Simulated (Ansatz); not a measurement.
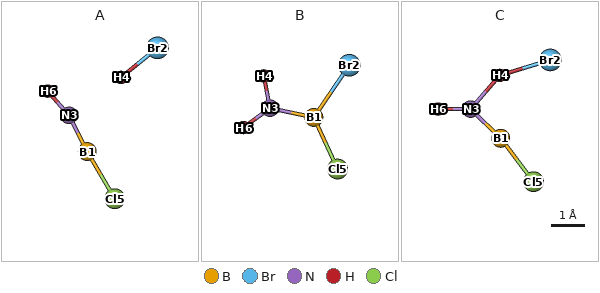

3 geometries from a converged minimum-energy path of BNH$_{2}$BrCl, shuffled. Style: ball-and-stick. Shown face on.

The calculation used Ansatz, RKS PBE/def2-SVP. Settings: 7 movable images; climbing image; force threshold 0.03 eV/Å; iteration limit 60; starting path through a guess of the saddle point.

Q: Which frame is the transition state?

A: C. In order along the path, whose images run from 0 to 8: B (image 1, +0.11 eV), C (image 5, +2.73 eV), A (image 8, +2.38 eV). Breaking: B1–Br2 (1.94 → 2.88 at the top → 3.89 Å), N3–H4 (1.02 → 1.38 at the top → 2.00 Å). Forming: Br2–H4 (3.02 → 1.65 at the top → 1.46 Å).

The run took 4.1 min on 2 threads of Intel(R) Xeon(R) Platinum 8259CL CPU @ 2.50GHz (Skylake/Cascade Lake), on a shared host, peak memory 0.15 GiB.
